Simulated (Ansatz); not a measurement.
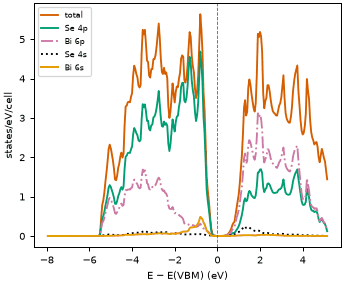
Total and projected density of states of Bi$_{2}$Se$_{3}$ in space group R-3m (No. 166; Bi on 6c, Se on 3a, Se on 6c), PBE+D3(BJ) in the plane-wave PAW code Ansatz

Task: Which orbitals carry the states next to the gap?

Result: Top 1 eV of the valence band: Se 4p 82 %, Bi 6s 9 %, Bi 6p 6 %. Bottom 1 eV of the conduction band: Bi 6p 62 %, Se 4p 24 %, Se 4s 10 %. Projections are on Löwdin-orthogonalised atomic valence shells; empty p or d shells of many metals are not among them.

Task: Where is the tallest occupied peak in this window, and what makes it?

Result: Near -0.8 eV, about 5.6 states/eV per cell; the largest projected share is Se 4p.

Symmetry was held in the PBE+D3(BJ) relaxation. Scalar-relativistic: spin–orbit coupling is off unless named, which matters more the heavier the elements.

Potentials: the earlier of the program's two PAW sets.
